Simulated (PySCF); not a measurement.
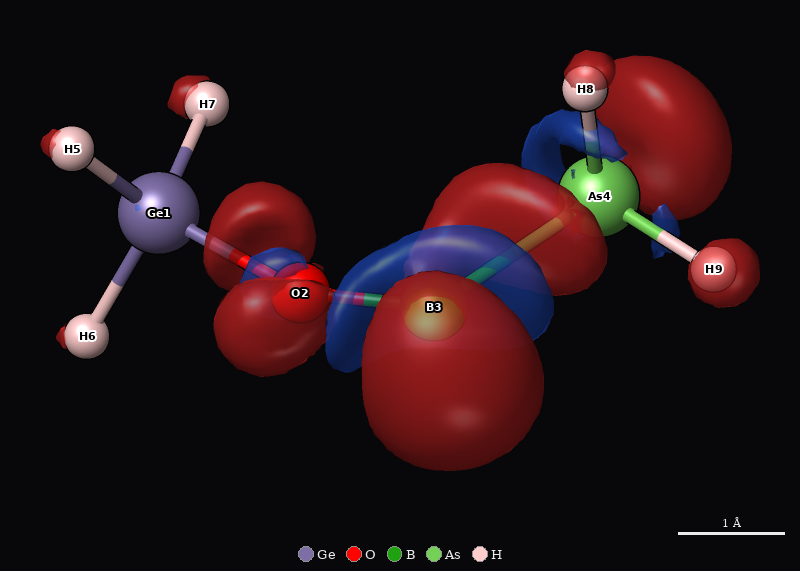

*AsBGeH$_{5}$O, doublet, SMILES `[GeH3][O][B][AsH2]`. Fukui function f⁻ = ρ(N) − ρ(N−1) at fixed geometry, surfaces at ±0.03 e/Å³ (red positive, blue negative).*

Level of theory: ωB97X/def2-SVPD (PySCF), at a geometry from GFN2-xTB. No frequency check shows the geometry to be a minimum. GFN2-xTB bond lengths at metals and heavier atoms can be off by up to 0.1 Å and shapes distorted, which carries into these values. GFN2-xTB doesn't know the spin state, so this open-shell geometry is rough.

### On which atoms does the density change most on removal of an electron?

f⁻ (Hirshfeld-condensed) is largest on B3 (0.37) and As4 (0.28); the vertical ionisation energy is 6.40 eV (to the singlet cation, which needn't be its lowest state). Condensed values hint at sites of electrophilic attack but needn't mark the atom that reacts. Orbital relaxation makes it negative in places (0.24 e in all).

Run time: 3.3 min on 1 thread of Intel(R) Xeon(R) Processor @ 2.50GHz (Skylake/Cascade Lake), with other jobs on the host, peak memory 0.89 GiB.
